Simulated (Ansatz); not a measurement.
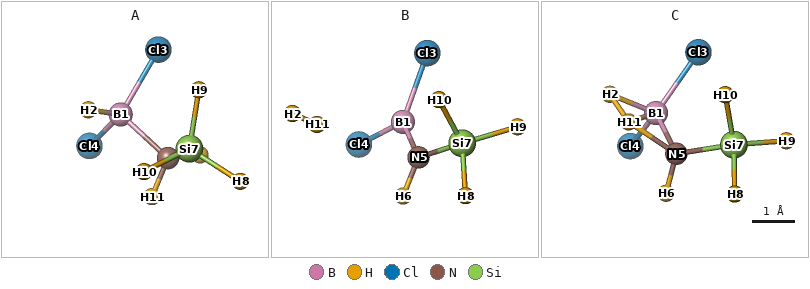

3 geometries from a converged minimum-energy path of BSiNH6Cl2, shuffled. A ball-and-stick model, seen from a free direction.

All numbers below come from RKS B3LYP-D4/6-31G* (Ansatz 0.2.0). Set-up: 5 movable images; climbing image; force threshold 0.03 eV/Å; iteration limit 60; starting path through a guess of the saddle point.

Which frame is the transition state?

C. In order along the path, whose images run from 0 to 6: A (image 0, 0.00 eV), C (image 3, +1.94 eV), B (image 6, −0.10 eV). Breaking: B1–H2 (1.20 → 1.38 at the top → 3.80 Å), N5–H11 (1.03 → 1.40 at the top → 2.90 Å). Forming: H2–H11 (2.68 → 1.00 at the top → 0.74 Å).

Cost: 3.5 min on 2 threads of Intel(R) Xeon(R) 6975P-C (Granite Rapids), on a shared host, peak memory 0.25 GiB.
